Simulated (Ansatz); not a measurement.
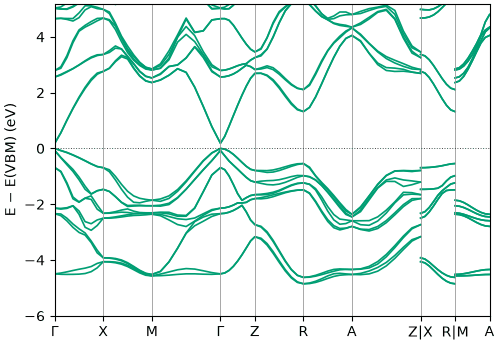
Band structure from plane-wave PAW PBEsol with spin–orbit coupling (Ansatz code)

Q: Read off the gap and where the band edges lie.

A: About 0.2 eV (0.18 eV by a search for the band edges); maximum at Γ, minimum at Γ.

The material is Cd2TeSe in space group P-4m2 (No. 115; Cd on 2g, Te on 1d, Se on 1b).

The workflow started from a Materials Project entry (that database holds measured and hypothetical structures alike); the Crystallography Open Database copy checked does not list it. Whether it is the stable phase at ambient conditions was not checked. The cell was relaxed with PBEsol under the symmetry of its start; of distortions, only those at the zone centre were tested.

Potentials: the later of the program's two PAW sets.
